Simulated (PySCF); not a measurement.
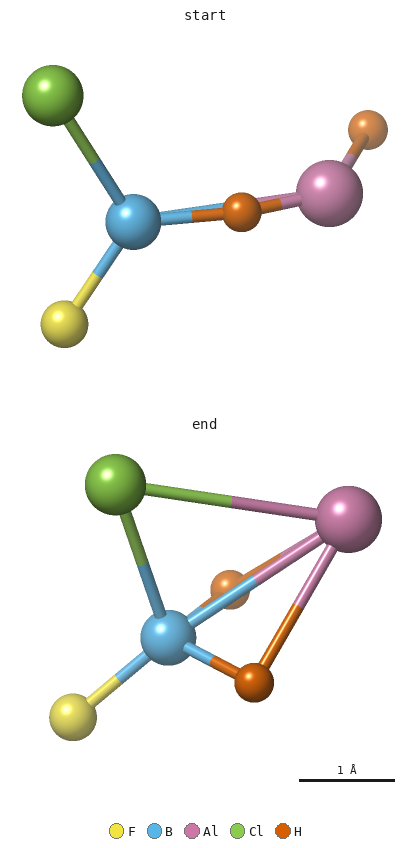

The structure of AlBH2ClF before (top) and after (bottom) a relaxation, at one scale.

Style: ball-and-stick. Shown at a tilt.

It is one of the separated reactants of a reaction.

These are results of RKS PBE-D4/def2-SVP, density fitting in PySCF, not measurements. 

Question: Summarise the run.

Answer: The largest move after the best rigid fit is that of an H atom, 1.60 Å. Largest moves by element: H 1.60 Å, Al 1.00 Å, Cl 0.75 Å, B 0.59 Å, F 0.58 Å. Among the contacts that change: B–H 3.243 → 1.284 Å, Al–H 1.015 → 2.018 Å, Al–Cl 3.350 → 2.541 Å, Al–H 1.588 → 2.016 Å. Bond angles that change, for instance: Al–B–H 8.0° → 60.7°, F–B–Al 127.2° → 172.7°, Al–B–Cl 117.4° → 72.6°. Over 49 geometry steps the energy falls by 200.1 kcal/mol. Cost: 120 s on 2 threads of AMD EPYC 9B45 (shared host).
